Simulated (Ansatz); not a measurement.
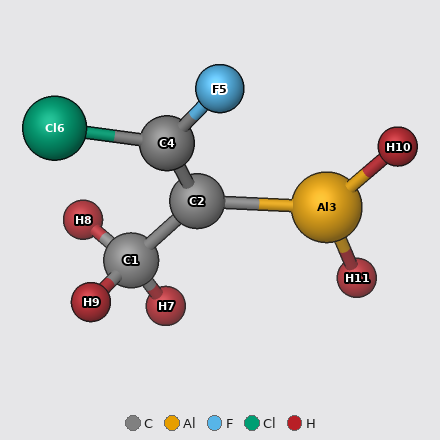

The system is C₃H₅AlClF, SMILES C[C]([AlH2])=C(F)Cl; the picture shows the reference structure. The first coordinate is: angle C1–C2–Al3; the second: dihedral C1–C2–Al3–H10. Nothing is relaxed (all other coordinates rigid). Grid: 9 × 9 points. Points are written as (first, second). Energies are in kJ/mol, from the lowest grid point. Theory: RKS B3LYP-D4/def2-SVP (Ansatz 0.2.0).

Its coordinates:

```xyz
11

C    -0.6456   -0.8084    0.9989
C    -0.0200    0.1287   -0.0147
Al    1.3288   -0.5010   -1.2838
C    -0.3931    1.4150   -0.0498
F     0.1008    2.3097   -0.9051
Cl   -1.5721    2.1561    0.9930
H    -0.2192   -1.8201    0.9342
H    -1.7352   -0.8958    0.8475
H    -0.4962   -0.4466    2.0304
H     2.0018    0.4403   -2.3602
H     1.7157   -2.0348   -1.1699
```

Range: angle C1–C2–Al3 from 96.3 to 146.3°; dihedral C1–C2–Al3–H10 from −180 to 140°.

**What will the energy surface look like?**

The lowest grid point is at (121.3°, −180°). A higher local minimum lies near (121.3°, −20°) (4.3 kJ/mol above the lowest at that grid point). The highest grid point, (146.3°, −100°), lies 146 kJ/mol above the lowest. On the interpolated surface the easiest way out of the lowest well to the well at about (122°, 0°) passes a barrier of about 14 kJ/mol. Round the minimum the two coordinates are nearly uncoupled.

```
dihedral C1–C2–Al3–H10 ↓, angle C1–C2–Al3 →  96.3  102.6  108.8  115.1  121.3  127.6  133.8  140.1  146.3
                                        140    68     41     22      9      5     11     30     70    140
                                        100    65     44     28     17     13     19     37     76    146
                                         60    68     45     28     16     11     16     35     74    143
                                         20    77     46     24     10      4      9     28     67    137
                                        −20    77     46     24     10      4      9     28     67    137
                                        −60    68     45     28     16     11     16     35     74    143
                                       −100    65     44     28     17     13     19     37     77    146
                                       −140    68     41     22      9      5     11     30     70    140
                                       −180    76     42     19      5      0      6     25     66    136
```

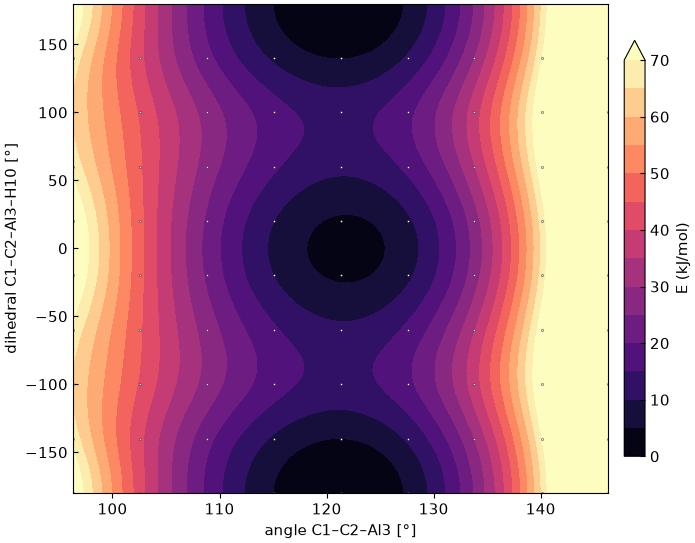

Drawn: filled contours, dots at the grid points, one colour for all values above the top of the scale. Between grid points the surface is interpolated.

Each point was launched as `ansatz run input.yaml --threads 1 --pin off --max-ram 2560MiB --backend cpu --events-out ev --progress --plain --runs-dir out`. Time for the 81 points that were run: 16 min on 1 thread of Intel(R) Xeon(R) Processor @ 2.50GHz (Skylake/Cascade Lake), with other jobs on the host.
